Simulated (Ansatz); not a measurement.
## Nb wire along [110], 17 atoms a period: bands along the axis

Wanted: the relaxed geometry and the bands of the Nb wire along [110], 17 atoms a period.

Program: Ansatz 0.2.0. Level of theory: DFT PBE, plane waves, PAW; relaxation of a wire's period; PAW set soft_1, in the first sound run; inputs show where later runs differ. Results are calculated unless marked as measured.

## 1. Set-up

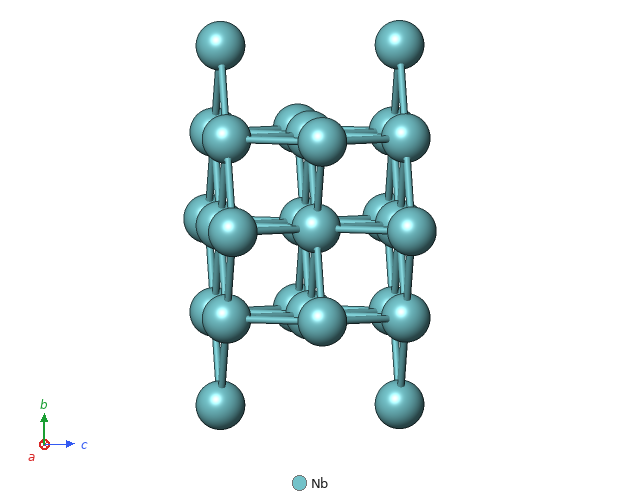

The cell as given, from the side, with the c axis across the page (niobium teal). Some periodic images of atoms are drawn too.

The cell holds 17 atoms: 17 Nb. Its edges and angles: a = 13.420 Å, b = 16.162 Å, c = 4.681 Å, α = 90.0°, β = 90.0°, γ = 90.0°. Vacuum lies along a and b. The structure's axis is c.

## 2. The relaxed wire

Band widths follow the bond lengths, so the wire is relaxed first. The atoms and the third cell vector are free; the box across stays fixed as vacuum. A Fermi-Dirac smearing is set since the result may be a metal. The pressure printed is a third of the stress's trace over the whole box, vacuum included; only the stress along the axis is relaxed.

Input file input.yaml:

```yaml
crystal:
  lattice:
    - [13.42, 0.0, 0.0]
    - [0.0, 16.162, 0.0]
    - [0.0, 0.0, 4.6810468915]
  atoms:
    - { symbol: Nb, position: [0.253353204, 0.500002901, 0.0] }
    - { symbol: Nb, position: [0.376676602, 0.64481935, 0.0] }
    - { symbol: Nb, position: [0.5, 0.500002901, 0.0] }
    - { symbol: Nb, position: [0.5, 0.789635799, 0.0] }
    - { symbol: Nb, position: [0.623323398, 0.64481935, 0.0] }
    - { symbol: Nb, position: [0.746646796, 0.500002901, 0.0] }
    - { symbol: Nb, position: [0.253353204, 0.355186453, 0.5] }
    - { symbol: Nb, position: [0.253353204, 0.64481935, 0.5] }
    - { symbol: Nb, position: [0.376676602, 0.500002901, 0.5] }
    - { symbol: Nb, position: [0.5, 0.355186453, 0.5] }
    - { symbol: Nb, position: [0.5, 0.64481935, 0.5] }
    - { symbol: Nb, position: [0.623323398, 0.500002901, 0.5] }
    - { symbol: Nb, position: [0.746646796, 0.355186453, 0.5] }
    - { symbol: Nb, position: [0.746646796, 0.64481935, 0.5] }
    - { symbol: Nb, position: [0.376676602, 0.355186453, 0.0] }
    - { symbol: Nb, position: [0.5, 0.210370004, 0.0] }
    - { symbol: Nb, position: [0.623323398, 0.355186453, 0.0] }
kpoints:
  mp_grid: { grid: [1, 1, 18] }
scf:
  occupations: { method: fermi_dirac, width: 0.05 }
hamiltonian:
  xc: pbe
  pseudopotentials: { kind: paw, azcp: { folder: soft_1 } }
relax:
  cell: { fix: [a, b, alpha, beta, gamma] }
  max_steps: 45
  f_tol: 0.03
```

Run with:

```
$ ansatz run input.yaml --threads 4 --pin off --max-ram 16384MiB --backend cpu --events-out ev --progress --plain --runs-dir out
```

Numbers of over 12 decimals in the logs are rounded to 6 here.

What it wrote:

```text
Engine: ansatz 0.2.0, aarch64-unknown-linux-gnu
Pseudopotentials: kind: paw
Pseudopotential: Nb, paw, valence charge 13, recommended cutoff 420 eV (normal), soft_1/Nb.paw.azcp
Functional definition: PBE
  parameter kappa = 0.804
  parameter beta = 0.066725
  exchange = pbe_x(kappa = kappa, mu = beta*pi^2/3)
  correlation = pbe_c(beta = beta)
Crystal: 17 atoms, lattice volume = 1015.291 Å³
Basis set: ecut = 420 eV, 19809 PW (Γ), exchange–correlation on 180×240×64 points (8 copies of the dense FFT grid, shifted against one another)
Bands: 133, of which v1, the nominal top of the filled ones, is band 111 counted from 1 (110 counted from 0)
Symmetry: 8 space group operations
Space group: Pmmm (ITA 47), of the structure as read, at distance tolerance 1.0e-4 Å
k-points: 10 of 18
Non-local potential: Nb, projectors of the file, l = 0: 3, l = 1: 2, l = 2: 2, l = 3: 1
PAW form: soft (Blöchl's): semilocal exchange-correlation on the pseudo side does not see the compensation charge
PAW one-centre angular grid: Nb, 590 points (default); XC on 64 Gauss nodes
Initial density: superposition of atomic densities (neutral atoms: chi_scale 0, normalization atom)
Initial wavefunctions: pseudopotential atomic-orbital guess
Functional: x = pbe(κ = 0.804, μ = 0.219515), c = pbe(β = 0.066725)
SCF iter   1: F=—  HF=-77391.125768 eV  |F-HF|=—  |Δ(HF+E_count)|=         —  Δρ=6.35e-2  dr2=3.10e2  ethr=3.10e-3  ⟨swp⟩=10.3  Hψ=6074  notcnv=0
preconditioner: auto → LDOS  [metal: Δε(μ)=0.017 eV  Ē_g=3.486 eV  σ=0.050 eV  W_gap=0.09  n_scr=180 (ndim 8)  ℏωp=10.7 eV  f_vac=0.496  D(μ)=18.62/eV (n_scr^D=108)  β→1.0]
SCF iter   2: F=—  HF=-77406.027725 eV  |F-HF|=—  |Δ(HF+E_count)|=    1.49e1  Δρ=1.19e-1  dr2=1.11e3  ethr=3.10e-3  ⟨swp⟩=11.6  Hψ=8547  notcnv=0  defer=20  recentre
SCF iter   3: F=—  HF=-77370.448227 eV  |F-HF|=—  |Δ(HF+E_count)|=    3.56e1  Δρ=3.85e-2  dr2=1.24e2  ethr=3.10e-3  ⟨swp⟩=7.5  Hψ=5848  notcnv=0  defer=5
SCF iter   4: F=—  HF=-77363.098762 eV  |F-HF|=—  |Δ(HF+E_count)|=    7.35e0  Δρ=1.07e-2  dr2=7.81e0  ethr=3.10e-3  ⟨swp⟩=6.2  Hψ=2668  notcnv=0  defer=11
SCF iter   5: F=—  HF=-77362.730237 eV  |F-HF|=—  |Δ(HF+E_count)|=   3.69e-1  Δρ=4.46e-3  dr2=9.36e-1  ethr=3.10e-3  ⟨swp⟩=3.9  Hψ=2113  notcnv=0  defer=7
SCF iter   6: F=—  HF=-77362.715433 eV  |F-HF|=—  |Δ(HF+E_count)|=   1.48e-2  Δρ=1.58e-3  dr2=1.08e-1  ethr=4.24e-4  ⟨swp⟩=5.1  Hψ=1815  notcnv=0  defer=4
SCF iter   7: F=—  HF=-77362.712102 eV  |F-HF|=—  |Δ(HF+E_count)|=   3.33e-3  Δρ=3.86e-4  dr2=2.68e-3  ethr=4.87e-5  ⟨swp⟩=2.7  Hψ=2004  notcnv=0  defer=1
SCF iter   8: F=—  HF=-77362.712772 eV  |F-HF|=—  |Δ(HF+E_count)|=   6.70e-4  Δρ=1.94e-4  dr2=1.58e-3  ethr=1.21e-6  ⟨swp⟩=2.5  Hψ=1847  notcnv=0  defer=1
SCF iter   9: F=—  HF=-77362.712741 eV  |F-HF|=—  |Δ(HF+E_count)|=   3.13e-5  Δρ=5.20e-5  dr2=6.51e-5  ethr=7.17e-7  ⟨swp⟩=2.9  Hψ=1926  notcnv=0  defer=1
SCF iter  10: F=—  HF=-77362.713268 eV  |F-HF|=—  |Δ(HF+E_count)|=   5.27e-4  Δρ=2.26e-5  dr2=1.57e-5  ethr=2.95e-8  ⟨swp⟩=3.2  Hψ=2108  notcnv=0  defer=1
SCF iter  11: F=—  HF=-77362.713270 eV  |F-HF|=—  |Δ(HF+E_count)|=   1.59e-6  Δρ=9.05e-6  dr2=3.52e-6  ethr=7.09e-9  ⟨swp⟩=2.0  Hψ=1782  notcnv=0
SCF iter  12: F=—  HF=-77362.713270 eV  |F-HF|=—  |Δ(HF+E_count)|=   5.75e-8  Δρ=3.13e-6  dr2=2.62e-7  ethr=1.59e-9  ⟨swp⟩=2.3  Hψ=1805  notcnv=0
SCF iter  13: F=-77362.713270 eV  HF=-77362.713270 eV  |F-HF|=3.28e-8  |Δ(HF+E_count)|=   7.05e-8  Δρ=1.53e-6  dr2=6.05e-8  ethr=4.52e-11  ⟨swp⟩=5.8  Hψ=4399  notcnv=0
SCF 1 converged in 13 iterations: F = -77362.713270 eV  dr2 = 6.05e-8
  greatest PAW one-centre occupation: 0.998 electrons in one spin orbital (limit 2), on the Nb atom at site 11 (counted from 0), in its partial waves of l = 0
relax step   1: F+E_penalty+E_count = -77362.71326965 eV  Δ(F+E_penalty+E_count) = +0.000e0 eV  max|allowed force component| = 3.590e0 eV/Å  Δτ_max = 0.0000 Å  P = -5.012 GPa  Ω = 1015.291 Å³  fix = [a, b, alpha, beta, gamma]  reactions: a -4.222, b -5.419 GPa  (13 SCF iters, dr2 threshold 1.00e-7 eV, accepted)
Crystal: 17 atoms, lattice volume = 995.347 Å³
Basis set: ecut = 420 eV, 19449 PW (Γ), exchange–correlation on 180×240×64 points (8 copies of the dense FFT grid, shifted against one another)
Initial density: handed on by an earlier stage of this run
Initial wavefunctions: those handed on with the density
iter 1 solved again at ethr=1.05e-3 eV; its pass at ethr=3.10e-3 eV (dr2=2.31e0 eV) is discarded
SCF iter   1: F=—  HF=-77366.160916 eV  |F-HF|=—  |Δ(HF+E_count)|=         —  Δρ=1.20e-2  dr2=2.48e0  ethr=1.05e-3  ⟨swp⟩=1.7  Hψ=6612  notcnv=0
preconditioner: auto → LDOS  [metal: Δε(μ)=0.029 eV  Ē_g=2.585 eV  σ=0.050 eV  W_gap=0.14  n_scr=172 (ndim 8)  ℏωp=10.9 eV  f_vac=0.529  D(μ)=18.90/eV (n_scr^D=112)  β→1.0]
SCF iter   2: F=—  HF=-77366.070601 eV  |F-HF|=—  |Δ(HF+E_count)|=   9.03e-2  Δρ=8.61e-3  dr2=1.91e0  ethr=1.05e-3  ⟨swp⟩=3.2  Hψ=2119  notcnv=0
SCF iter   3: F=—  HF=-77365.875817 eV  |F-HF|=—  |Δ(HF+E_count)|=   1.95e-1  Δρ=2.14e-3  dr2=1.20e-1  ethr=8.64e-4  ⟨swp⟩=3.0  Hψ=2082  notcnv=0  defer=2
SCF iter   4: F=—  HF=-77365.865412 eV  |F-HF|=—  |Δ(HF+E_count)|=   1.04e-2  Δρ=5.15e-4  dr2=5.69e-3  ethr=5.43e-5  ⟨swp⟩=2.4  Hψ=2059  notcnv=0  defer=3
SCF iter   5: F=—  HF=-77365.865281 eV  |F-HF|=—  |Δ(HF+E_count)|=   1.31e-4  Δρ=2.12e-4  dr2=1.31e-3  ethr=2.57e-6  ⟨swp⟩=2.7  Hψ=2099  notcnv=0  defer=3
SCF iter   6: F=—  HF=-77365.865577 eV  |F-HF|=—  |Δ(HF+E_count)|=   2.95e-4  Δρ=8.87e-5  dr2=2.47e-4  ethr=5.93e-7  ⟨swp⟩=2.3  Hψ=1755  notcnv=0  defer=3
SCF iter   7: F=—  HF=-77365.865597 eV  |F-HF|=—  |Δ(HF+E_count)|=   2.05e-5  Δρ=2.98e-5  dr2=2.99e-5  ethr=1.12e-7  ⟨swp⟩=2.0  Hψ=1756  notcnv=0  defer=3
SCF iter   8: F=—  HF=-77365.865603 eV  |F-HF|=—  |Δ(HF+E_count)|=   6.40e-6  Δρ=1.26e-5  dr2=6.29e-6  ethr=1.35e-8  ⟨swp⟩=2.0  Hψ=2095  notcnv=0  defer=3
SCF iter   9: F=-77365.865604 eV  HF=-77365.865604 eV  |F-HF|=3.95e-7  |Δ(HF+E_count)|=   5.97e-7  Δρ=5.14e-6  dr2=8.41e-7  ethr=7.69e-10  ⟨swp⟩=5.1  Hψ=4120  notcnv=0
SCF 2 converged in 9 iterations: F = -77365.865604 eV  dr2 = 8.41e-7
relax step   2: F+E_penalty+E_count = -77365.86560368 eV  Δ(F+E_penalty+E_count) = -3.152e0 eV  max|allowed force component| = 2.078e0 eV/Å  Δτ_max = 0.1949 Å  P = -2.813 GPa  Ω = 995.347 Å³  energy of the carried Pulay correction = +7.736e-4 eV  fix = [a, b, alpha, beta, gamma]  reactions: a -2.196, b -3.201 GPa  (9 SCF iters, dr2 threshold 1.70e-6 eV, accepted)
Crystal: 17 atoms, lattice volume = 974.581 Å³
[...]
relax step   8: F+E_penalty+E_count = -77367.17613185 eV  Δ(F+E_penalty+E_count) = -7.907e-3 eV  max|allowed force component| = 6.669e-2 eV/Å  Δτ_max = 0.0121 Å  P = -0.035 GPa  Ω = 938.258 Å³  energy of the carried Pulay correction = +3.075e-3 eV  fix = [a, b, alpha, beta, gamma]  reactions: a -0.114, b +0.071 GPa  (7 SCF iters, dr2 threshold 1.70e-6 eV, accepted)
relax step   9: F+E_penalty+E_count = -77367.17795276 eV  Δ(F+E_penalty+E_count) = -1.821e-3 eV  max|allowed force component| = 3.246e-2 eV/Å  Δτ_max = 0.0085 Å  P = -0.013 GPa  Ω = 935.487 Å³  energy of the carried Pulay correction = +3.190e-3 eV  fix = [a, b, alpha, beta, gamma]  reactions: a -0.104, b +0.069 GPa  (7 SCF iters, dr2 threshold 2.78e-7 eV, accepted)
relax step  10: F+E_penalty+E_count = -77367.17894499 eV  Δ(F+E_penalty+E_count) = -9.922e-4 eV  max|allowed force component| = 1.914e-2 eV/Å  Δτ_max = 0.0095 Å  P = -0.037 GPa  Ω = 933.123 Å³  energy of the carried Pulay correction = +3.289e-3 eV  fix = [a, b, alpha, beta, gamma]  reactions: a -0.124, b +0.023 GPa  (7 SCF iters, dr2 threshold 6.58e-8 eV, accepted)
Basis set: ecut = 420 eV, 18253 PW (Γ), exchange–correlation on 180×240×60 points (8 copies of the dense FFT grid, shifted against one another)
Initial wavefunctions: pseudopotential atomic-orbital guess (no wavefunctions were taken with the density)
iter 1 solved again at ethr=2.82e-6 eV; its pass at ethr=3.10e-3 eV (dr2=6.24e-3 eV) is discarded
SCF iter   1: F=—  HF=-77367.176297 eV  |F-HF|=—  |Δ(HF+E_count)|=         —  Δρ=6.65e-5  dr2=5.56e-6  ethr=2.82e-6  ⟨swp⟩=4.1  Hψ=8974  notcnv=0
eigensolver tolerance schedule: the retry pair's looser diagonalisation over-reported the residual by 1121.60 of it (diagonalisation noise at an unbounded share of the residual, at the tolerance the schedule requests for it); recorded, not acted on — ethr = c·dr2/N_el stays at c = 1.0e-1
preconditioner: auto → LDOS  [metal: Δε(μ)=0.009 eV  Ē_g=2.796 eV  σ=0.050 eV  W_gap=0.04  n_scr=164 (ndim 8)  ℏωp=11.2 eV  f_vac=0.531  D(μ)=28.63/eV (n_scr^D=208)  β→1.0]
SCF iter   2: F=—  HF=-77367.176324 eV  |F-HF|=—  |Δ(HF+E_count)|=   2.70e-5  Δρ=1.11e-5  dr2=1.30e-6  ethr=2.51e-9  ⟨swp⟩=3.8  Hψ=3468  notcnv=0
SCF iter   3: F=—  HF=-77367.176324 eV  |F-HF|=—  |Δ(HF+E_count)|=   2.80e-7  Δρ=3.00e-6  dr2=1.41e-7  ethr=5.86e-10  ⟨swp⟩=2.0  Hψ=2304  notcnv=0
SCF iter   4: F=—  HF=-77367.176324 eV  |F-HF|=—  |Δ(HF+E_count)|=   1.04e-8  Δρ=8.29e-7  dr2=1.22e-8  ethr=6.37e-11  ⟨swp⟩=3.6  Hψ=2911  notcnv=0
SCF iter   5: F=—  HF=-77367.176324 eV  |F-HF|=—  |Δ(HF+E_count)|=   2.39e-9  Δρ=2.01e-7  dr2=8.86e-10  ethr=5.53e-12  ⟨swp⟩=2.1  Hψ=1988  notcnv=0
SCF iter   6: F=—  HF=-77367.176324 eV  |F-HF|=—  |Δ(HF+E_count)|=  8.73e-11  Δρ=8.81e-8  dr2=2.00e-10  ethr=1.00e-12  ⟨swp⟩=5.0  Hψ=4957  notcnv=0
SCF iter   7: F=-77367.176324 eV  HF=-77367.176324 eV  |F-HF|=4.37e-11  |Δ(HF+E_count)|=  1.46e-11  Δρ=4.36e-8  dr2=4.74e-11  ethr=1.00e-12  ⟨swp⟩=4.8  Hψ=4038  notcnv=0
SCF 11 converged in 7 iterations: F = -77367.176324 eV  dr2 = 4.74e-11
relax step  11: F+E_penalty+E_count = -77367.17632370 eV  Δ(F+E_penalty+E_count) = +2.621e-3 eV  max|allowed force component| = 1.909e-2 eV/Å  Δτ_max = 0.0000 Å  P = -0.038 GPa  Ω = 933.123 Å³  fix = [a, b, alpha, beta, gamma]  reactions: a -0.123, b +0.024 GPa  stress off target by 1.47e-2 GPa on what of the cell is left free  SCF on the basis re-selected at this cell (its energy is not comparable with the rows above)  (7 SCF iters)
basis re-selected at this cell: Δ(F+E_penalty+E_count) = +2.621e-3 eV, ΔP = -0.001 GPa vs the last step (what re-selecting the basis moved, of the pressure what is left beyond the Pulay correction that the steps carried, after the strain that the cell walked since its last selection, with what the two solves' SCF thresholds leave and, on support functions, any second-order correction that the steps lacked; it is no measure of the basis error at this ecutwfc). The dense FFT grid was sized anew with the basis: this SCF ran on 90×120×30 points, the steps before it on 90×120×32, so part of this shift can come from that change (see relax.cell in the input reference). [rest of the remark cut]
SCF converged after 7 iterations
Free energy (F): -77367.176324 eV
Harris-Foulkes:  -77367.176324 eV  (|F-HF|=4.37e-11)
Internal energy: -77366.940461 eV  (E = F + TS)
E sigma→0 (E₀):  -77367.058392 eV
Entropy (-TS):   -0.235863 eV (-13.874 meV/atom)
Fermi energy:    3.477395 eV
--- Per-component energies (eV) ---
  E_band       = -4312.752660
  E_kinetic    = 6335.254240
  E_local      = -100705.160663  (includes V_loc(G=0)·N_el)
  E_nonlocal   = 1641.272339
  E_hartree    = 46906.891959
  E_xc         = -2798.141977
  E_vxc        = -3384.829470  (∫ρ·V_xc dr)
  E_paw        = -52405.233834  (= ΣΔE_a)
  E_vpaw       = -2013.074158  (= ΣTr[D̂ρ^β])
  E_aug_tail   = 0.000734  (compensation charges beyond the density's cutoff)
  E_ewald      = 23658.176741
  E_smearing   = -0.235863  (= −TS)
  E_closure    = 0.000000  (closes the sum)
  Σ components = -77367.176324   (vs F -77367.176324, Δ=0.00e0)
--- Forces (eV/Å), atoms counted from 1 ---
  atom   1  Nb    -0.00337078     0.00000000     0.00000000
  atom   2  Nb    -0.00739553    -0.01908873     0.00000000
  atom   3  Nb     0.00000000     0.00000000     0.00000000
  atom   4  Nb     0.00000000     0.01697953     0.00000000
  atom   5  Nb     0.00739553    -0.01908873     0.00000000
  atom   6  Nb     0.00337078     0.00000000     0.00000000
  atom   7  Nb     0.00039059    -0.00688050     0.00000000
  atom   8  Nb     0.00039059     0.00688050     0.00000000
  atom   9  Nb     0.00317508     0.00000000     0.00000000
  atom  10  Nb     0.00000000    -0.01585664     0.00000000
  atom  11  Nb     0.00000000     0.01585664     0.00000000
  atom  12  Nb    -0.00317508     0.00000000     0.00000000
  atom  13  Nb    -0.00039059    -0.00688050     0.00000000
  atom  14  Nb    -0.00039059     0.00688050     0.00000000
  atom  15  Nb    -0.00739553     0.01908873     0.00000000
  atom  16  Nb     0.00000000    -0.01697953     0.00000000
  atom  17  Nb     0.00739553     0.01908873     0.00000000
  max |Σ_I F_I| component: 6.94e-18 eV/Å
--- Stress (GPa, compression-positive) ---
       -0.123313       0.000000       0.000000
        0.000000       0.023840       0.000000
        0.000000       0.000000      -0.014695
  P = ⅓ Tr σ = -0.0381 GPa (-0.381 kbar)
--- Relaxed structure (10 steps of the walk, 10 accepted, 1 SCFs on fresh bases) ---
  F+E_penalty+E_count = -77367.17632370 eV   max|allowed force component| = 1.909e-2 eV/Å   (the final SCF, on the basis selected at the relaxed cell)
  cell:  # Å, volume = 933.1228 Å³
    - [13.42, 0.0, 0.0]
    - [0.0, 16.162, 0.0]
    - [0.0, 0.0, 4.302206]
  atoms:
    - { symbol: Nb, position: [0.242725, 0.5, 0.0] }
    - { symbol: Nb, position: [0.367934, 0.645741, 0.0] }
    - { symbol: Nb, position: [0.5, 0.5, 0.0] }
    - { symbol: Nb, position: [0.5, 0.766504, 0.0] }
    - { symbol: Nb, position: [0.632066, 0.645741, 0.0] }
    - { symbol: Nb, position: [0.757275, 0.5, 0.0] }
    - { symbol: Nb, position: [0.246390, 0.383694, 0.5] }
    - { symbol: Nb, position: [0.246390, 0.616306, 0.5] }
    - { symbol: Nb, position: [0.382851, 0.5, 0.5] }
    - { symbol: Nb, position: [0.5, 0.346026, 0.5] }
    - { symbol: Nb, position: [0.5, 0.653974, 0.5] }
    - { symbol: Nb, position: [0.617149, 0.5, 0.5] }
    - { symbol: Nb, position: [0.753610, 0.383694, 0.5] }
    - { symbol: Nb, position: [0.753610, 0.616306, 0.5] }
    - { symbol: Nb, position: [0.367934, 0.354259, 0.0] }
    - { symbol: Nb, position: [0.5, 0.233496, 0.0] }
    - { symbol: Nb, position: [0.632066, 0.354259, 0.0] }
```

The job ended after 6.1 min (4 threads of Arm Neoverse V1, shared host; peak memory 3.2 GiB).

(Part 1 of 2 ends here.)

[Logs are printed without paths, hosts, clocks, repeated set-up lines and the standing remarks that a program may print on its own settings, such as how far it seeks lower states.]

[Hosts, paths, dates, database ids (printed as entryN), source tags and the programs' standing remarks are cut or masked in the printed files.]
